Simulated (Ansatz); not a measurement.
ClH$_{3}$OSi···ClH$_{3}$O$_{3}$Ti

```xyz
14

Si   -1.8380   -1.5502    0.1580
Cl   -2.7543   -2.8824   -1.1102
Cl   -0.2068    0.5492    2.1766
H     0.1791   -1.3280   -0.8774
O    -0.6087   -0.8083   -0.6656
Ti    0.9119    0.9939    0.2767
O    -0.0507    1.9158   -0.9155
O     2.1617    2.1585    0.7682
O     1.8999   -0.4040   -0.3588
H    -2.8052   -0.4950    0.4962
H    -1.3416   -2.3359    1.3025
H    -0.6147    1.4932   -1.5687
H     2.2091    3.1049    0.6183
H     2.8583   -0.4118   -0.3002
```

The reactant side of a reaction path; geometry: PBE0-D4/def2-TZVP.

Method: RKS PBE0-D4/def2-TZVPP in Ansatz.

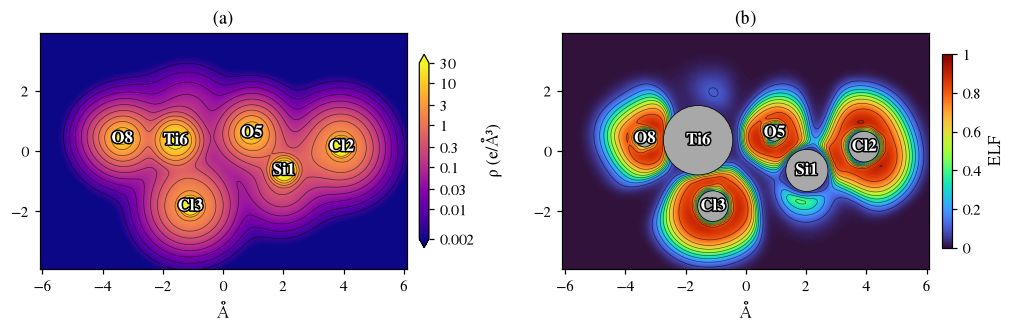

Figure 1. (a) total electron density; (b) electron localisation function on the plane of atoms Cl2, Si1 and O5. Grey discs cover the atomic cores in the ELF map.

What does the map show?

- The section cuts through Si, Cl, O and Ti sites.
- Ti6···O5 (2.54 Å): the density falls to about 0.15 e/Å³ on the way; the ELF is about 0.05 at the midpoint.
- Si–O (1.66 Å): the density is about 1.2 e/Å³ at the midpoint; the ELF peaks at about 0.90 between the atoms, as expected for a polar covalent bond.
- Ti–O (1.78 Å): ρ at the midpoint is about 1.1 e/Å³; the ELF peaks at about 0.85 in the valence shell of O, 0.5 Å from its nucleus, and is about 0.25 at the midpoint.
- Si–Cl (2.05 Å): the density is about 0.91 e/Å³ at the midpoint; the ELF peaks at about 0.85 between the atoms: a polar covalent bond.
- Ti–Cl (2.25 Å): ρ is about 0.63 e/Å³ halfway; the ELF peaks at about 0.85 in the valence shell of Cl, 0.8 Å from its nucleus, and is about 0.45 at the midpoint.
- The ELF also peaks beside Cl2, away from the bonds: lone-pair regions.

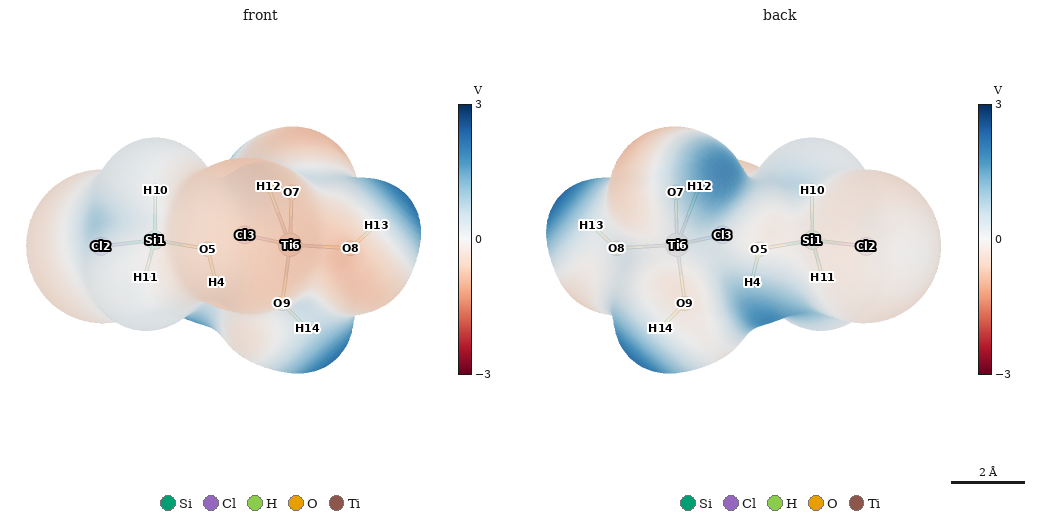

Figure 2. The molecular electrostatic potential painted on the density surface at 0.001 e/bohr³, seen from the front and from behind; red is negative and blue positive.

Describe the electrostatic potential map.

The most negative region (about −0.8 V) lies over O7 and O8, the most positive (about +2.2 V) over H13 and H14.

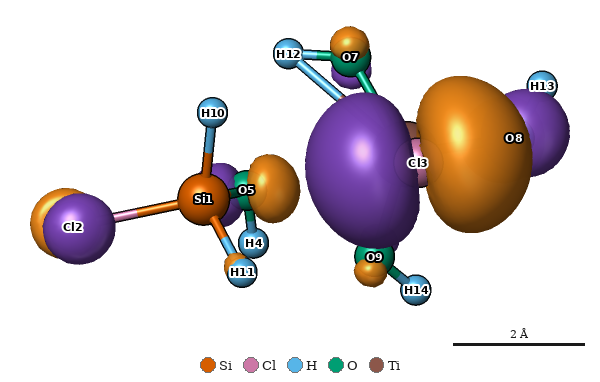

Figure 3. One frontier orbital at ±0.1 Å⁻³ᐟ² (orange and purple are the two phases), seen at a tilt.

Which orbital is it: HOMO or LUMO?

The HOMO, at −8.69 eV. Its weight (Hirshfeld) is mainly on Cl3 (about 70 %) and O8 (about 10 %); largely a lone pair of Cl3.
